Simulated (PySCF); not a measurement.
C₃H₅N (SMILES C1=NCC1)

```xyz
9

C     0.7345   -0.7856   -0.4136
N     0.2036   -1.1784    0.6824
C    -0.5757    0.0825    0.7709
C     0.0725    0.5483   -0.5549
H     1.4615   -1.3357   -1.0110
H    -1.6538   -0.0875    0.7444
H    -0.3240    0.6682    1.6574
H    -0.5995    0.6673   -1.4075
H     0.7276    1.4200   -0.4923
```

Geometry: PBE0-D3(BJ)/def2-TZVP.

Theory: PySCF 2.14.0, PBE0/pcSseg-2, SCF density, gas phase, non-relativistic.

**What will maps of the electron density and electron localisation function show?**

C–N (1.28 Å): ρ at the midpoint is about 2.9 e/Å³; the ELF peaks at about 0.90 between the atoms: localised, covalent bonding.
C–C (1.50 Å): ρ at the midpoint is about 1.8 e/Å³; the ELF peaks at about 0.95 between the atoms; a covalent bond.
C–H (1.09 Å): ρ is about 2.1 e/Å³ halfway; the ELF climbs to about 1 towards the hydrogen, as it does in any bond to H: an ordinary covalent bond to hydrogen.
C–C (1.55 Å): ρ is about 1.6 e/Å³ halfway; the ELF peaks at about 0.95 between the atoms: a covalent bond.

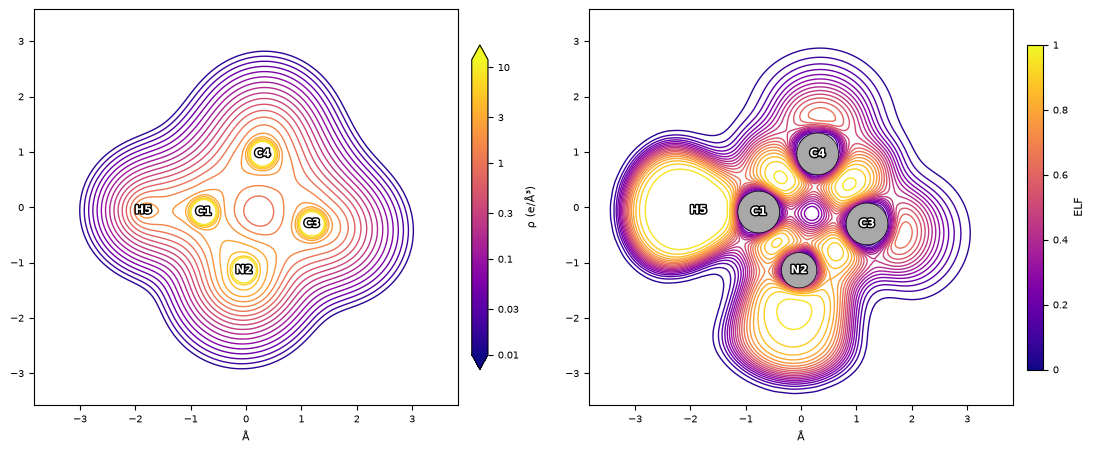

Computed electron density and electron localisation function on the plane of atoms C1, C4 and C3, in this order. Grey discs cover the atomic cores in the ELF map. 
